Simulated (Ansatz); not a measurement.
A series of calculations on LaC

### Relaxation

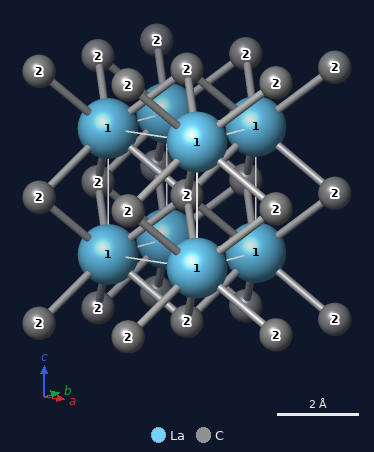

This is the input geometry for a relaxation of a crystal of LaC (built on the WC type). A ball-and-stick model of the cell of the calculation, seen slightly off an axis.

Case: volume × 0.960.

Computed with Ansatz, DFT r2SCAN, scalar-relativistic, plane waves, PAW.

The input:
```yaml
crystal:
  lattice:
    - [3.7165625322, 0.0, 0.0]
    - [-1.8582812661, 3.2186375677, 0.0]
    - [0.0, 0.0, 3.167100968]
  atoms:
    - { symbol: La, position: [0.0, 0.0, 0.0] }
    - { symbol: C, position: [0.6666666667, 0.3333333333, 0.5] }
basis:
  ecutwfc: 500
  ecutrho_ratio: 4
kpoints:
  mp_grid: { grid: [10, 10, 10] }
hamiltonian:
  xc: r2scan
scf:
  occupations: { method: gaussian, width: 0.05 }
output:
  forces: true
  stress: true
  eigenvalues: true
relax:
  f_tol: 0.01
  max_steps: 40
  cell: { stress_tol: 0.1, fix: [volume] }
```

Launched with:
```bash
ansatz run input.yaml --threads 2 --pin off --max-ram 2662MiB --backend cpu --events-out ev --progress --plain --runs-dir out
```

Where does the relaxation end?

Answer. No atom moves by more than 0.005 Å relative to the cell. The drawn cell changes at constant volume: a = b 3.717 → 3.708 Å (−0.2 %), c 3.167 → 3.182 Å (+0.5 %). Some distances before and after: La1–La1 3.167 → 3.182 Å. The space group stays P-6m2 (No. 187). After 1 accepted move (2 points after the start) the energy has fallen by 0.2 meV per cell of the calculation. All forces vanish by symmetry, so only the cell relaxes. Pressure: 3.71 GPa at the start and 3.55 GPa at the end. At 1 point the geometry stayed and the basis and grid were re-selected for the new cell (energy shift of less than 0.05 meV per cell of the calculation at most each time).

History of the run:

| step | E − E(0), meV/atom | pressure, GPa | note |
| --- | --- | --- | --- |
| 0 | 0.00 | 3.71 |  |
| 1 | -0.12 | 3.55 |  |
| 2 | -0.12 | 3.55 | same geometry, new basis |

The structure at the end:

```xyz
2
Lattice="3.7081 0.0000 0.0000 -1.8540 3.2113 0.0000 0.0000 0.0000 3.1816" Properties=species:S:1:pos:R:3 pbc="T T T"
La    1.8540    3.2113    3.1816
C     1.8540    1.0704    1.5908
```

### Relaxation

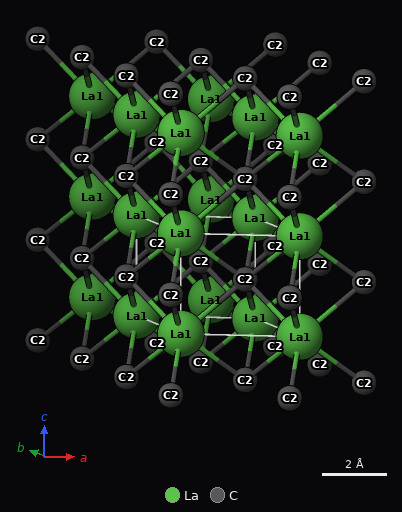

Starting structure of crystalline LaC (built on the WC type). Style: ball-and-stick. Shown: the cell of the calculation, repeated 1 × 2 × 2 with one cell outlined, slightly off an axis.

Case: volume × 1.020.

The calculation used DFT r2SCAN, scalar-relativistic, plane waves, PAW (Ansatz).

Input
```yaml
crystal:
  lattice:
    - [3.7977206166, 0.0, 0.0]
    - [-1.8988603083, 3.2889225305, 0.0]
    - [0.0, 0.0, 3.2227581244]
  atoms:
    - { symbol: La, position: [0.0, 0.0, 0.0] }
    - { symbol: C, position: [0.6666666667, 0.3333333333, 0.5] }
basis:
  ecutwfc: 500
  ecutrho_ratio: 4
kpoints:
  mp_grid: { grid: [10, 10, 10] }
hamiltonian:
  xc: r2scan
scf:
  occupations: { method: gaussian, width: 0.05 }
output:
  forces: true
  stress: true
  eigenvalues: true
relax:
  f_tol: 0.01
  max_steps: 40
  cell: { stress_tol: 0.1, fix: [volume] }
```

Launched with:
```bash
ansatz run input.yaml --threads 2 --pin off --max-ram 2662MiB --backend cpu --events-out ev --progress --plain --runs-dir out
```

> Where does the relaxation end?

No atom moves by more than 0.005 Å relative to the cell. The drawn cell changes at constant volume: a = b 3.798 → 3.810 Å (+0.3 %), c 3.223 → 3.202 Å (−0.7 %). Some distances before and after: La1–La1 3.223 → 3.202 Å. The space group stays P-6m2 (No. 187). Over 1 accepted move (2 points after the start) the energy falls by 0.2 meV per atom. All forces vanish by symmetry, so only the cell relaxes. The pressure goes from −1.64 to −1.52 GPa. At 1 point the geometry stayed and the basis and grid were re-selected for the new cell (energy shift of less than 0.05 meV per atom at most each time). The run took 13 s on 2 threads of Arm Neoverse V2, on a shared host, peak memory 0.48 GiB.

Step by step:

```tsv
step	E − E(0), meV/atom	pressure, GPa	note
0	0.00	-1.64	
1	-0.16	-1.52	
2	-0.16	-1.52	same geometry, new basis
```

The structure at the end:

```
La C
1.0
     3.81017    0.00000    0.00000
    -1.90508    3.29970    0.00000
     0.00000    0.00000    3.20173
La C
1 1
Direct
  0.00000 0.00000 0.00000
  0.66667 0.33333 0.50000
```

### A change

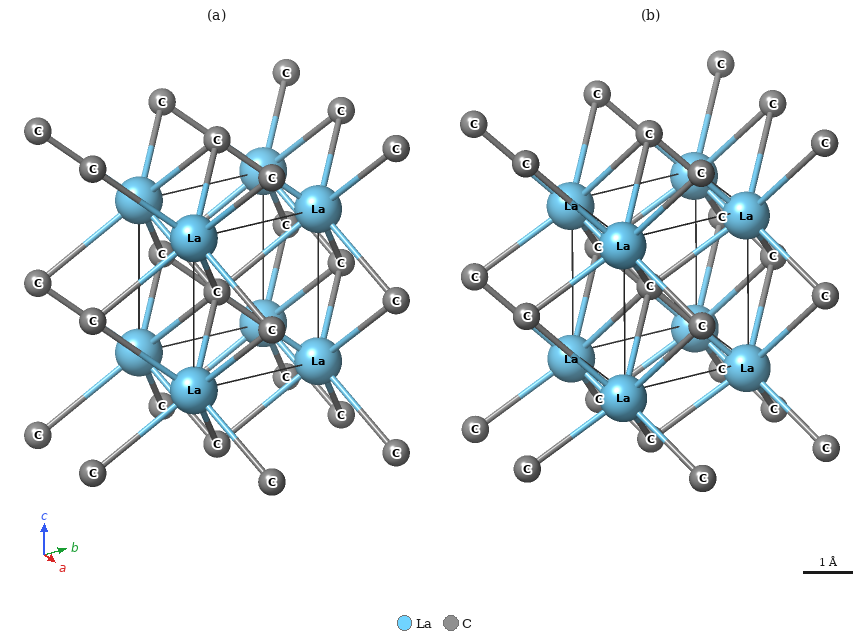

Left: solid LaC (built on the WC type). Right: the same structure after one change, at the same scale. A ball-and-stick model of the cell of the calculation, seen slightly off an axis.

All numbers below come from DFT r2SCAN, scalar-relativistic, plane waves, PAW (Ansatz 0.2.0). Set-up: plane-wave cutoff 500 eV; k-point mesh 10 × 10 × 10; occupations gaussian; smearing width 0.05 eV; no spin polarisation.

Question: What distinguishes the right structure from the left one?

Answer: The cell is strained by +0.9 % along [1 −1 −2], −0.2 % along [0 1 −1], −2.7 % along [3 2 1] (volume −2.0 %) and atoms are displaced by 0.14 Å relative to the cell: C 0.14 Å roughly along [0 1 2], La 0.14 Å roughly along [0 −1 −2]. No relaxation follows.

Question: What does the change do?

Answer: Among the bonded contacts that change: C–La 2.703 → 2.465 to 2.971 Å. The space group (tolerance 0.01 Å) goes from P-6m2 (No. 187) to P1 (No. 1). The energy rises by 27.1 meV per atom. Pressure: 0.0 GPa before, 2.9 GPa after. The principal stresses (compression positive) are 4.7 GPa along [0 1 3], 3.3 GPa roughly along [3 3 −1], 0.6 GPa along [2 −2 1]. The largest forces, 0.34 eV/Å, act on La and C; on the C atom it points roughly along [0 −1 −1]. The forces mostly point back along the displacements (cosine −0.94).
